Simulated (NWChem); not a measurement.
# One shape, several levels: C2H3NO (Nitrosoethylene)

Aim: a comparison of 3 runs (HF/3-21G, HF/def2-SVPD, CCSD(T)/def2-SVPD) of C2H3NO (Nitrosoethylene). 

Program for the calculation: NWChem 7.3.0.

1 further run of the same task is left out (set aside as unsound or not needed).

## 1. Starting point

The species is C2H3NO (7 atoms), meant as a singlet with charge 0. As SMILES, `C=CN=O`. Geometry: relaxed at PBE0-D4/def2-TZVP. This is one conformer, not always the lowest.

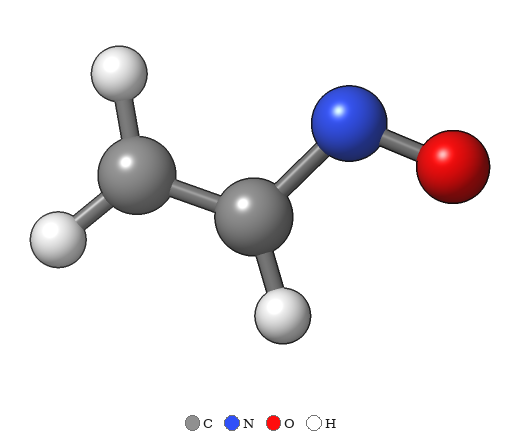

Viewed from a chosen angle; carbon grey, nitrogen blue, oxygen red, hydrogen white.

## 2. Energy and forces at HF/3-21G (run 1)

c2h3no.xyz

```xyz
7
C2H3NO hf
C      0.081850     0.997050    -0.386810
C     -0.095350    -0.104120     0.334780
N      0.136670    -1.344100    -0.316900
O     -0.039770    -2.304690     0.387270
H     -0.071800     1.985550     0.026660
H      0.389990     0.909370    -1.422820
H     -0.401600    -0.139060     1.377820
```

run.py

```python
from ase.io import read
from ase.calculators.nwchem import NWChem

system = read('c2h3no.xyz')

calc = NWChem(
    label='c2h3no',
    theory='scf',
    memory='2200 mb',
    basis='3-21G',
    basispar='spherical bse',
    scf={'nopen': '0', 'rhf': None, 'thresh': '1e-08', 'maxiter': '80', 'print': 'low'},
)
system.calc = calc

forces = system.get_forces()
print("Total energy (eV):", round(system.get_potential_energy(), 6))
print("forces (eV/A):")
for s, f in zip(system.symbols, forces):
    print(f"{s:2s} {f[0]:10.5f} {f[1]:10.5f} {f[2]:10.5f}")
```

On the command line:

```console
export ASE_NWCHEM_COMMAND="nwchem PREFIX.nwi > PREFIX.nwo"
python run.py
```

What it wrote:

```text
Total energy (eV): -5591.902387
forces (eV/A):
C    -0.08994   -0.38243    0.34725
C    -0.10320    1.34803    0.20327
N     0.32756    0.59912   -1.17757
O    -0.24158   -1.29167    0.96123
H     0.06952   -0.41528   -0.19093
H    -0.13503    0.10439    0.44675
H     0.17262    0.03785   -0.58997
```

The calculator wrote c2h3no.nwi:

```
title "c2h3no"

permanent_dir c2h3no

scratch_dir c2h3no

start c2h3no

geometry units angstrom nocenter noautosym noautoz
  C  8.1850000000000006e-02 9.9704999999999999e-01 -3.8680999999999999e-01
  C  -9.5350000000000004e-02 -1.0412000000000000e-01 3.3478000000000002e-01
  N  1.3667000000000001e-01 -1.3441000000000001e+00 -3.1690000000000002e-01
  O  -3.9770000000000000e-02 -2.3046899999999999e+00 3.8727000000000000e-01
  H  -7.1800000000000003e-02 1.9855499999999999e+00 2.6660000000000000e-02
  H  3.8999000000000000e-01 9.0937000000000001e-01 -1.4228200000000000e+00
  H  -4.0160000000000001e-01 -1.3905999999999999e-01 1.3778200000000000e+00
end

memory 2200 mb

basis spherical bse noprint
   * library 3-21G
end

scf
  nopen 0
  rhf
  thresh 1e-08
  maxiter 80
  print low
end

task scf gradient
```

c2h3no.nwo:

```text
Northwest Computational Chemistry Package (NWChem) 7.3.0
             --------------------------------------------------------

           Job information
           ---------------

    nwchem branch   = 7.3.0
    use scalapack   = T
    input           = c2h3no.nwi
    prefix          = c2h3no.
    data base       = c2h3no/c2h3no.db
    status          = startup
    nproc           =        1

           Memory information
           ------------------

    heap     =     72089598 doubles =      550.0 Mbytes
    stack    =     72089595 doubles =      550.0 Mbytes
    global   =    144179200 doubles =     1100.0 Mbytes (distinct from heap & stack)
    total    =    288358393 doubles =     2200.0 Mbytes
    verify   = yes
    hardfail = no

           Directory information
           ---------------------

  0 permanent = c2h3no
  0 scratch   = c2h3no

                                NWChem Input Module
                                -------------------

                                      c2h3no
                                      ------

[... 28 lines left out ...]
            Nuclear Dipole moment (a.u.)
[... 65 lines left out ...]
 Forming initial guess at       0.0s

 Starting SCF solution at       0.1s

       Final RHF  results
       ------------------

         Total SCF energy =   -205.498624076739
      One-electron energy =   -487.553814706794
      Two-electron energy =    176.820910088791
 Nuclear repulsion energy =    105.234280541264

        Time for solution =      1.2s

                              NWChem Gradients Module
                              -----------------------

                         RHF ENERGY GRADIENTS

    atom               coordinates                        gradient
                 x          y          z           x          y          z
   1 C       0.154674   1.884151  -0.730965    0.001749   0.007437  -0.006753
   2 C      -0.180185  -0.196758   0.632642    0.002007  -0.026215  -0.003953
   3 N       0.258269  -2.539981  -0.598854   -0.006370  -0.011651   0.022900
   4 O      -0.075154  -4.355233   0.731834    0.004698   0.025119  -0.018693
   5 H      -0.135682   3.752145   0.050380   -0.001352   0.008076   0.003713
   6 H       0.736974   1.718460  -2.688740    0.002626  -0.002030  -0.008688
   7 H      -0.758914  -0.262785   2.603702   -0.003357  -0.000736   0.011473

 Task  times  cpu:        1.5s     wall:        1.5s
 Total times  cpu:        1.5s     wall:        1.5s
```

Run time: 2.9 s. Hardware: 1 thread of Intel Xeon 6975P-C (Granite Rapids), shared host; peak memory 0.1 GiB.

## 3. Energy and gradient at HF/def2-SVPD (run 2)

struct.nw

```
start struct
title "Nitrosoethylene"
memory 2200 mb

geometry units angstroms noautosym nocenter noautoz
  C        0.081850       0.997050      -0.386810
  C       -0.095350      -0.104120       0.334780
  N        0.136670      -1.344100      -0.316900
  O       -0.039770      -2.304690       0.387270
  H       -0.071800       1.985550       0.026660
  H        0.389990       0.909370      -1.422820
  H       -0.401600      -0.139060       1.377820
end

basis spherical bse
  * library def2-SVPD
end

scf
  thresh 1e-08
  maxiter 80
end

task scf gradient
```

On the command line:

```console
nwchem struct.nw > struct.out
```

What it wrote:

```text
[...]
  functions       =   107
[...]
  wavefunction    = RHF
[...]
         Total SCF energy =   -206.526826497875
      One-electron energy =   -488.885722267982
      Two-electron energy =    177.124615228843
 Nuclear repulsion energy =    105.234280541264
        Time for solution =     31.2s
[...]
                         RHF ENERGY GRADIENTS
    atom               coordinates                        gradient
                 x          y          z           x          y          z
   1 C       0.154674   1.884151  -0.730965    0.000321   0.004584  -0.001593
   2 C      -0.180185  -0.196758   0.632642   -0.000746  -0.003263   0.002883
   3 N       0.258269  -2.539981  -0.598854    0.008944   0.039989  -0.034742
   4 O      -0.075154  -4.355233   0.731834   -0.007932  -0.041717   0.031501
   5 H      -0.135682   3.752145   0.050380   -0.000122   0.001734   0.000231
   6 H       0.736974   1.718460  -2.688740    0.000693  -0.001280  -0.002212
   7 H      -0.758914  -0.262785   2.603702   -0.001158  -0.000046   0.003933
[...]
```

It took 39 s on 1 thread of Intel Xeon 6975P-C (Granite Rapids), shared host; peak memory 0.1 GiB.

## 4. A single-point energy at CCSD(T)/def2-SVPD (run 3)

nw.nw

```
start nw
title "C2H3NO energy"
memory total 2200 mb

geometry noautosym nocenter noautoz
C        0.081850       0.997050      -0.386810
C       -0.095350      -0.104120       0.334780
N        0.136670      -1.344100      -0.316900
O       -0.039770      -2.304690       0.387270
H       -0.071800       1.985550       0.026660
H        0.389990       0.909370      -1.422820
H       -0.401600      -0.139060       1.377820
end

basis spherical bse
* library def2-SVPD
end

scf
singlet
rhf
thresh 1e-08
maxiter 80
end

ccsd
freeze core 4
maxiter 60
end

task ccsd(t) energy
```

On the command line:

```console
nwchem nw.nw > nw.out
```

What it wrote:

```text
[...]
  functions       =   107
[...]
  wavefunction    = RHF
[...]
         Total SCF energy =   -206.526826497875
      One-electron energy =   -488.885722267982
      Two-electron energy =    177.124615228843
 Nuclear repulsion energy =    105.234280541264
        Time for solution =     22.7s
[...]
 Total MP2 energy:           -207.155456488258125
[...]
             energy      energy      error      ampl     ampl      Block
                                                time     time      time
[...]
 Total CCSD energy:           -207.181973827923713
[...]
 Total CCSD+T(CCSD) energy:           -207.211216727139771
[...]
 Total CCSD(T) energy:                -207.209652487580428
[...]
```

It took 5 min on 1 thread of Intel Xeon 6975P-C (Granite Rapids), shared host; peak memory 0.37 GiB.

## 5. Overview of the runs

```csv
run,level,task,module,energy (Eh),largest force (eV/Å),wall time
1,HF/3-21G,gradient,scf,-205.498624,1.628,2.9 s
2,HF/def2-SVPD,gradient,scf,-206.526826,2.763,39 s
3,CCSD(T)/def2-SVPD,energy,ccsd(t),-207.209652,–,5 min
```

## 6. Outcome

| quantity | value |
| --- | --- |
| run 3: total energy | -207.20965 Eh |
| run 3: HOMO energy (Hartree–Fock orbitals) | -11.22 eV |
| run 3: LUMO energy (Hartree–Fock orbitals) | 1.44 eV |
| run 3: HOMO–LUMO gap (Hartree–Fock orbitals) | 12.66 eV |
| run 3: correlation energy (4 core orbitals frozen) | -682.8 mEh |
| run 3: (T) correction | -27.68 mEh |

All runs together took 5.7 min, the longest 5 min.
